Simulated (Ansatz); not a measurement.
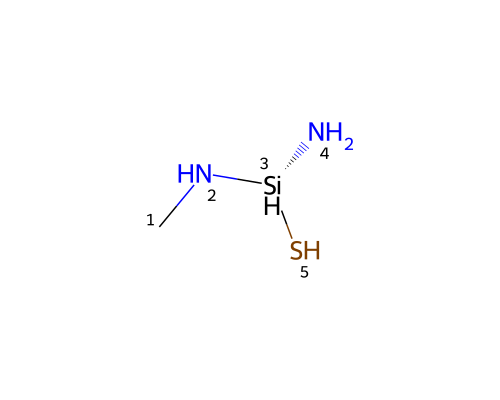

Skeletal drawing with numbered atoms; wedges and dashes mark any stereocentres. The configuration is that of a computed structure (PBE0-D4/def2-TZVP).

Q: What are the Cahn–Ingold–Prelog descriptors?

A: Si3: S.

Q: Write the isomeric SMILES.

A: CN[Si@H](N)S
